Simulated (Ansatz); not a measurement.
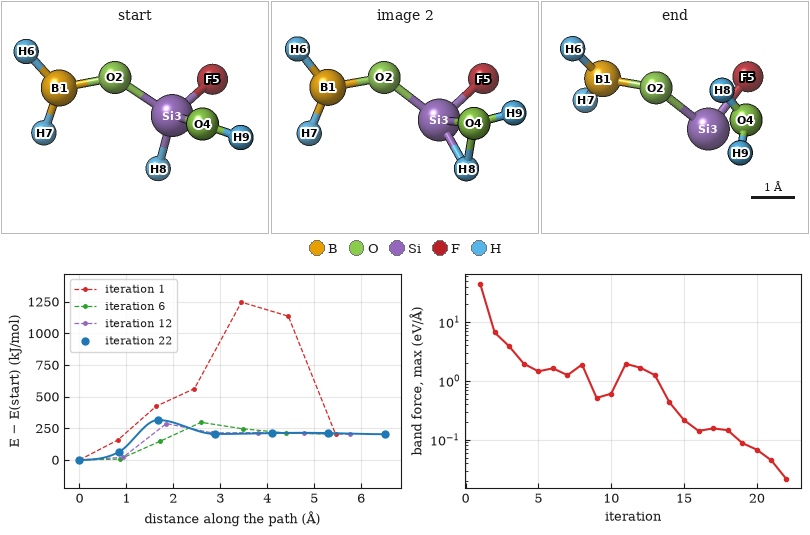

A nudged-elastic-band calculation for BSiH₄O₂F. Images are numbered from 0 (start) to 6 (end). The plot follows the band through its iterations. Style: ball-and-stick. Shown from a free direction.

These are results of RKS r2SCAN/def2-SVP (Ansatz), not measurements. Settings: 5 movable images; climbing image; force threshold 0.03 eV/Å; iteration limit 60; starting path through a guess of the saddle point.

### Did the band converge, and can the barrier be trusted?

The run is converged, with reservations. The band converged in 22 iterations. The largest component of the band force went from 45 to 0.022 eV/Å. The climbing image converged on the top of the path. Its vibrational analysis gives one imaginary mode (1352i cm⁻¹), as a transition state must have. The first iteration put the highest image at 1246.5 kJ/mol. Forward barrier 315.5 kJ/mol, backward barrier 112.3 kJ/mol, with image 2 at the top; the reaction energy is +203.2 kJ/mol.

Cost: 2.2 min on 2 threads of INTEL(R) XEON(R) PLATINUM 8581C CPU @ 2.30GHz (Emerald Rapids), with other jobs on the host, peak memory 0.17 GiB.
